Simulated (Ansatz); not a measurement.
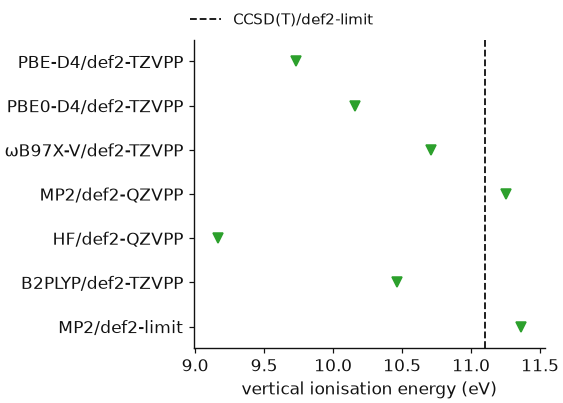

Vertical ionisation energy of MgH₂O₂, SMILES [OH][Mg][OH], singlet, taken as the energy of the cation less that of the neutral at fixed geometry (unrestricted doublet cation, cores frozen in correlated methods, no spin-orbit coupling), the Ansatz code 0.2.0, at a PBE0-D4/def2-TZVP geometry (a minimum by its frequencies). Limit means an estimate of the basis limit from triple and quadruple zeta; for coupled cluster it is either extrapolated directly or built as the MP2 limit plus the step from MP2 in triple zeta. B2PLYP/def2-TZVPP holds a correlation term that converges slowly with the basis, so part of the distance to the limit is basis error. The distance of MP2/def2-QZVPP to the limit includes basis error.

What range do the values span, the line included?

From 9.17 eV (HF/def2-QZVPP) to 11.36 eV (MP2/def2-limit).

Give the values.

```
             level     eV  less CCSD(T)/def2-limit
 PBE-D4/def2-TZVPP   9.73                    −1.37
PBE0-D4/def2-TZVPP  10.16                    −0.95
ωB97X-V/def2-TZVPP  10.71                    −0.40
    MP2/def2-QZVPP  11.25                     0.15
     HF/def2-QZVPP   9.17                    −1.94
 B2PLYP/def2-TZVPP  10.46                    −0.64
    MP2/def2-limit  11.36                     0.26
CCSD(T)/def2-limit  11.10                     0.00
```

Limits of at least one run: outer-core shells are correlated without core-valence functions, which makes the correlated values less sure.
